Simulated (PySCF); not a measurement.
## Run report: C₂H₁₀AlN, energy and gradient calculation

The run: energy and gradient calculation of C₂H₁₀AlN. Method and program: HF/def2-SVP, RHF (PySCF 2.14.0).

The geometry comes from this level: PBE0-D4/def2-TZVP.

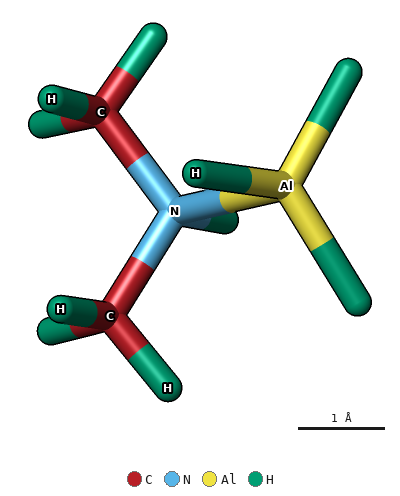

**Figure 1.** The input geometry (stick view, seen at a tilt). Sticks mark near contacts.

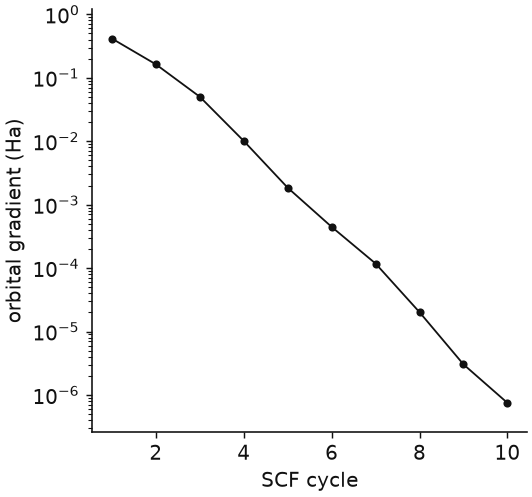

**Figure 2.** Convergence of the self-consistent field: orbital gradient against the SCF cycle. The residual falls at every step.

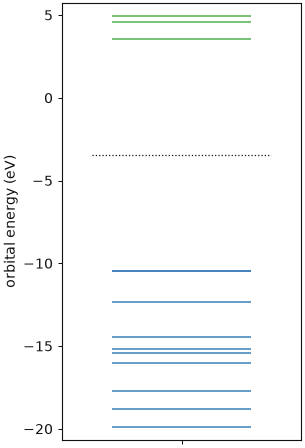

**Figure 3.** Orbital energies near the frontier; the dotted line parts filled from empty levels, and levels within 0.02 eV of each other stand side by side. Highest filled −10.44 eV, lowest empty 3.58 eV, 14.02 eV apart.

These pictures come from the run below.

The input (calc.py)
```python
# C[NH+](C)[AlH3-]
import pyscf.grad
from pyscf import gto, scf

mol = gto.M(
    atom='''
C     -0.445597     2.113659    -1.765949
N     -0.775922     0.238294     0.249633
C      0.565595     0.956957     2.567571
Al     0.277979    -3.285856    -0.938249
H     -1.533324     1.537670    -3.416436
H     -1.043507     3.996204    -1.154056
H      1.547875     2.172051    -2.286380
H     -2.649396     0.097510     0.649121
H      2.588547     0.980201     2.173185
H      0.202390    -0.448432     4.027573
H     -0.018519     2.825896     3.231999
H     -0.399110    -4.897225     1.541828
H      3.213290    -2.745016    -1.489293
H     -1.554489    -3.597094    -3.336311
''',
    verbose=4,
    basis='def2-svp',
    max_memory=1860,
    unit='bohr',
)

mf = scf.RHF(mol)
mf.conv_tol = 1e-10
mf.kernel()
if not mf.converged:
    mf = mf.newton().run(mf.mo_coeff, mf.mo_occ)

e_tot = mf.e_tot
print('E = %.10f Eh' % e_tot)
grad = mf.Gradients().kernel()
dip = mf.dip_moment()
pop, q = mf.mulliken_pop()
```

Launched with:
```bash
OMP_NUM_THREADS=1 python calc.py
```

What the program printed
```
PySCF version 2.14.0

[INPUT] num. atoms = 14
[INPUT] num. electrons = 42
[INPUT] charge = 0
[INPUT] spin (= nelec alpha-beta = 2S) = 0
[INPUT] symmetry False subgroup None
[INPUT] Mole.unit = bohr
[INPUT] Symbol           X                Y                Z      unit          X                Y                Z       unit  Magmom
[INPUT]  1 C     -0.235799777654   1.118500174456  -0.934499966447 AA   -0.445597000000   2.113659000000  -1.765949000000 Bohr   0.0
[INPUT]  2 N     -0.410600239851   0.126099754299   0.132100094694 AA   -0.775922000000   0.238294000000   0.249633000000 Bohr   0.0
[INPUT]  3 C      0.299299984610   0.506399836230   1.358700060619 AA    0.565595000000   0.956957000000   2.567571000000 Bohr   0.0
[INPUT]  4 Al     0.147100151914  -1.738800113565  -0.496499988968 AA    0.277979000000  -3.285856000000  -0.938249000000 Bohr   0.0
[INPUT]  5 H     -0.811400117757   0.813699921915  -1.807900073767 AA   -1.533324000000   1.537670000000  -3.416436000000 Bohr   0.0
[INPUT]  6 H     -0.552200123835   2.114700086987  -0.610700135325 AA   -1.043507000000   3.996204000000  -1.154056000000 Bohr   0.0
[INPUT]  7 H      0.819100175353   1.149399890156  -1.209900191503 AA    1.547875000000   2.172051000000  -2.286380000000 Bohr   0.0
[INPUT]  8 H     -1.401999985903   0.051600069837   0.343500040330 AA   -2.649396000000   0.097510000000   0.649121000000 Bohr   0.0
[INPUT]  9 H      1.369800081795   0.518700031321   1.149999977113 AA    2.588547000000   0.980201000000   2.173185000000 Bohr   0.0
[INPUT] 10 H      0.107100175718  -0.237299995047   2.131299846917 AA    0.202390000000  -0.448432000000   4.027573000000 Bohr   0.0
[INPUT] 11 H     -0.009799832769   1.495399763630   1.710300216516 AA   -0.018519000000   2.825896000000   3.231999000000 Bohr   0.0
[INPUT] 12 H     -0.211199916650  -2.591499866748   0.815900240758 AA   -0.399110000000  -4.897225000000   1.541828000000 Bohr   0.0
[INPUT] 13 H      1.700399840077  -1.452599910811  -0.788099915983 AA    3.213290000000  -2.745016000000  -1.489293000000 Bohr   0.0
[INPUT] 14 H     -0.822600153426  -1.903500170337  -1.765499749742 AA   -1.554489000000  -3.597094000000  -3.336311000000 Bohr   0.0

nuclear repulsion = 177.164609096427
number of shells = 56
number of NR pGTOs = 178
number of NR cGTOs = 110
basis = def2-svp
ecp = {}

******** <class 'pyscf.scf.hf.RHF'> ********
method = RHF
initial guess = minao
damping factor = 0
level_shift factor = 0
DIIS = <class 'pyscf.scf.diis.CDIIS'>
diis_start_cycle = 1
diis_space = 8
diis_damp = 0
SCF conv_tol = 1e-10
SCF conv_tol_grad = None
SCF max_cycles = 50
direct_scf = True
direct_scf_tol = 1e-13
Set gradient conv threshold to 1e-05
Initial guess from minao.
init E= -377.884485836077
  HOMO = -0.305633406278752  LUMO = 0.06584514549519  gap/eV = 10.10845
cycle= 1 E= -377.685316838718  delta_E= 0.199  |g|= 0.415  |ddm|= 3.14
  HOMO = -0.375920906814195  LUMO = 0.111730739973742  gap/eV = 13.26968
cycle= 2 E= -377.743046762616  delta_E= -0.0577  |g|= 0.163  |ddm|= 0.603
  HOMO = -0.381262190993037  LUMO = 0.131567567668701  gap/eV = 13.95481
cycle= 3 E= -377.749423406331  delta_E= -0.00638  |g|= 0.0502  |ddm|= 0.18
  HOMO = -0.384285047276236  LUMO = 0.131343778206812  gap/eV = 14.03098
cycle= 4 E= -377.750225089647  delta_E= -0.000802  |g|= 0.0101  |ddm|= 0.0701
  HOMO = -0.383780345520094  LUMO = 0.131505340402544  gap/eV = 14.02164
cycle= 5 E= -377.750251149147  delta_E= -2.61e-05  |g|= 0.00185  |ddm|= 0.0108
  HOMO = -0.383751328770569  LUMO = 0.131479124700633  gap/eV = 14.02013
cycle= 6 E= -377.750252671712  delta_E= -1.52e-06  |g|= 0.000447  |ddm|= 0.0035
  HOMO = -0.383761011458072  LUMO = 0.131492328675479  gap/eV = 14.02076
cycle= 7 E= -377.750252769356  delta_E= -9.76e-08  |g|= 0.000118  |ddm|= 0.000828
  HOMO = -0.383767015614551  LUMO = 0.131497865011018  gap/eV = 14.02107
cycle= 8 E= -377.750252779098  delta_E= -9.74e-09  |g|= 2.02e-05  |ddm|= 0.000308
  HOMO = -0.383767780885764  LUMO = 0.131497470937446  gap/eV = 14.02108
cycle= 9 E= -377.75025277936  delta_E= -2.63e-10  |g|= 3.04e-06  |ddm|= 5.42e-05
  HOMO = -0.383767403341708  LUMO = 0.131497739914034  gap/eV = 14.02108
cycle= 10 E= -377.750252779363  delta_E= -2.27e-12  |g|= 7.52e-07  |ddm|= 8.06e-06
  HOMO = -0.383767470647613  LUMO = 0.131497702183585  gap/eV = 14.02108
Extra cycle  E= -377.750252779364  delta_E= -1.71e-12  |g|= 2.6e-07  |ddm|= 1.42e-06
converged SCF energy = -377.750252779364
E = -377.7502527794 Eh

******** <class 'pyscf.grad.rhf.Gradients'> for <class 'pyscf.scf.hf.RHF'> ********
unit = Eh/Bohr
--------------- RHF gradients ---------------
         x                y                z
0 C    -0.0000593596    -0.0001535714     0.0021007543
1 N     0.0070534225    -0.0063944712    -0.0033662696
2 C    -0.0009631111     0.0008860113    -0.0016083166
3 Al    -0.0003137267     0.0043066653     0.0012093740
4 H    -0.0006517258    -0.0015028804    -0.0011683416
5 H    -0.0001781725     0.0018370497     0.0006527375
6 H     0.0019203071    -0.0009758230     0.0000411061
7 H    -0.0073898940    -0.0003190737     0.0016367818
8 H     0.0016111722    -0.0006218927    -0.0013041913
9 H    -0.0002734146    -0.0019298238     0.0004449045
10 H    -0.0002191976     0.0018741706     0.0004279345
11 H    -0.0004153319     0.0004963478     0.0012576063
12 H     0.0007248072     0.0015173726     0.0002260222
13 H    -0.0008457752     0.0009799188    -0.0005501023
----------------------------------------------
Dipole moment(X, Y, Z, Debye): -1.38155,  5.28788,  1.73590
 ** Mulliken pop  **
pop of  0 C 1s            1.98895
pop of  0 C 2s            0.85482
pop of  0 C 3s            0.18297
pop of  0 C 2px           0.71788
pop of  0 C 2py           0.64712
pop of  0 C 2pz           0.64953
pop of  0 C 3px           0.34400
pop of  0 C 3py           0.21711
pop of  0 C 3pz           0.23035
pop of  0 C 3dxy          0.00427
pop of  0 C 3dyz          0.01509
pop of  0 C 3dz^2         0.00912
pop of  0 C 3dxz          0.00826
pop of  0 C 3dx2-y2       0.01354
pop of  1 N 1s            1.98952
pop of  1 N 2s            0.96530
pop of  1 N 3s            0.59344
pop of  1 N 2px           0.76322
pop of  1 N 2py           0.88522
pop of  1 N 2pz           0.75994
pop of  1 N 3px           0.45437
pop of  1 N 3py           0.66321
pop of  1 N 3pz           0.49561
pop of  1 N 3dxy          0.00163
pop of  1 N 3dyz          0.00749
pop of  1 N 3dz^2         0.00641
pop of  1 N 3dxz          0.00542
pop of  1 N 3dx2-y2       0.00657
pop of  2 C 1s            1.98895
pop of  2 C 2s            0.85482
pop of  2 C 3s            0.18295
pop of  2 C 2px           0.68597
pop of  2 C 2py           0.70121
pop of  2 C 2pz           0.62734
pop of  2 C 3px           0.29882
pop of  2 C 3py           0.29811
pop of  2 C 3pz           0.19447
pop of  2 C 3dxy          0.00348
pop of  2 C 3dyz          0.01336
pop of  2 C 3dz^2         0.00994
pop of  2 C 3dxz          0.01100
pop of  2 C 3dx2-y2       0.01250
pop of  3 Al 1s           1.99946
pop of  3 Al 2s           1.99112
pop of  3 Al 3s           0.71846
pop of  3 Al 4s           0.16819
pop of  3 Al 2px          1.98127
pop of  3 Al 2py          1.97733
pop of  3 Al 2pz          1.98113
pop of  3 Al 3px          0.31805
pop of  3 Al 3py          0.17284
pop of  3 Al 3pz          0.31461
pop of  3 Al 4px          0.20934
pop of  3 Al 4py          0.05897
pop of  3 Al 4pz          0.20347
pop of  3 Al 3dxy         0.01484
pop of  3 Al 3dyz         0.03492
pop of  3 Al 3dz^2        0.03489
pop of  3 Al 3dxz         0.04217
pop of  3 Al 3dx2-y2      0.04711
pop of  4 H 1s            0.75101
pop of  4 H 2s            0.14428
pop of  4 H 2px           0.00797
pop of  4 H 2py           0.00421
pop of  4 H 2pz           0.01325
pop of  5 H 1s            0.76074
pop of  5 H 2s            0.17101
pop of  5 H 2px           0.00515
pop of  5 H 2py           0.01577
pop of  5 H 2pz           0.00375
pop of  6 H 1s            0.75216
pop of  6 H 2s            0.15039
pop of  6 H 2px           0.01825
pop of  6 H 2py           0.00307
pop of  6 H 2pz           0.00401
pop of  7 H 1s            0.71624
pop of  7 H 2s            0.05075
pop of  7 H 2px           0.02839
pop of  7 H 2py           0.00839
pop of  7 H 2pz           0.00635
pop of  8 H 1s            0.75219
pop of  8 H 2s            0.15043
pop of  8 H 2px           0.01855
pop of  8 H 2py           0.00390
pop of  8 H 2pz           0.00287
pop of  9 H 1s            0.75101
pop of  9 H 2s            0.14429
pop of  9 H 2px           0.00384
pop of  9 H 2py           0.01112
pop of  9 H 2pz           0.01046
pop of  10 H 1s           0.76076
pop of  10 H 2s           0.17101
pop of  10 H 2px          0.00449
pop of  10 H 2py          0.01584
pop of  10 H 2pz          0.00433
pop of  11 H 1s           0.72160
pop of  11 H 2s           0.59068
pop of  11 H 2px          0.00048
pop of  11 H 2py          0.00179
pop of  11 H 2pz          0.00359
pop of  12 H 1s           0.72225
pop of  12 H 2s           0.58396
pop of  12 H 2px          0.00517
pop of  12 H 2py          0.00024
pop of  12 H 2pz          0.00043
pop of  13 H 1s           0.72161
pop of  13 H 2s           0.59066
pop of  13 H 2px          0.00206
pop of  13 H 2py          0.00023
pop of  13 H 2pz          0.00356
 ** Mulliken atomic charges  **
charge of    0C =      0.11699
charge of    1N =     -0.59734
charge of    2C =      0.11707
charge of    3Al =      0.73184
charge of    4H =      0.07928
charge of    5H =      0.04358
charge of    6H =      0.07212
charge of    7H =      0.18987
charge of    8H =      0.07206
charge of    9H =      0.07927
charge of   10H =      0.04357
charge of   11H =     -0.31815
charge of   12H =     -0.31206
charge of   13H =     -0.31813
```

Results in brief

| quantity | value |
| --- | --- |
| outcome | converged |
| total energy | −377.750253 hartree |
| basis functions | 110 |
| largest force | 0.519 eV/Å |
| HOMO | −10.44 eV |
| LUMO | 3.58 eV |
| dipole moment | 5.73 D |
| hardware | 1 thread of Intel Xeon @ 2.50GHz (Skylake/Cascade Lake), 189 GiB of memory available, shared host |
| wall time | 31 s |
| peak memory | 0.26 GiB |
